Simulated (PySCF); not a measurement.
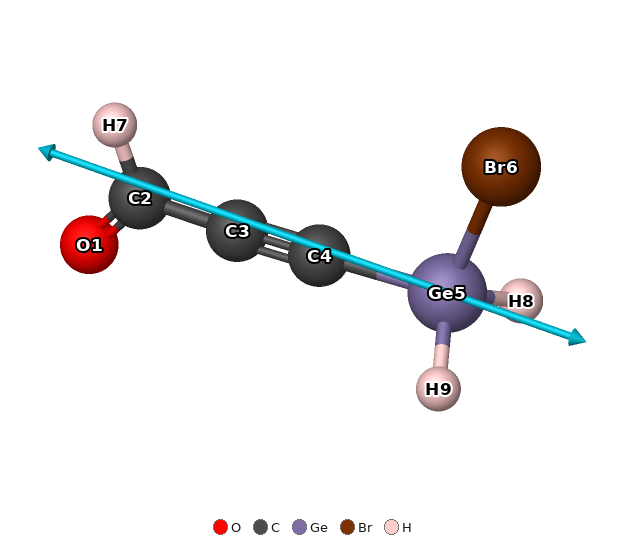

The double arrow shows the direction of the transition dipole to excited singlet state 3 (its length means nothing). Computed geometry: PBE0-D3(BJ)/def2-SVP optimisation. No frequency run is at hand to confirm it as a minimum. Level of theory: TDDFT PBE0/def2-TZVPD, vertical, gas phase, core orbitals frozen in the response (PySCF 2.14.0).

> How is the transition polarised?

Nearly parallel to the C2–C3 bond.

> Give its energy, strength and character.

5.28 eV (235 nm), oscillator strength 0.048, mainly HOMO−1 → LUMO (weight 0.87); transition dipole 1.55 D.
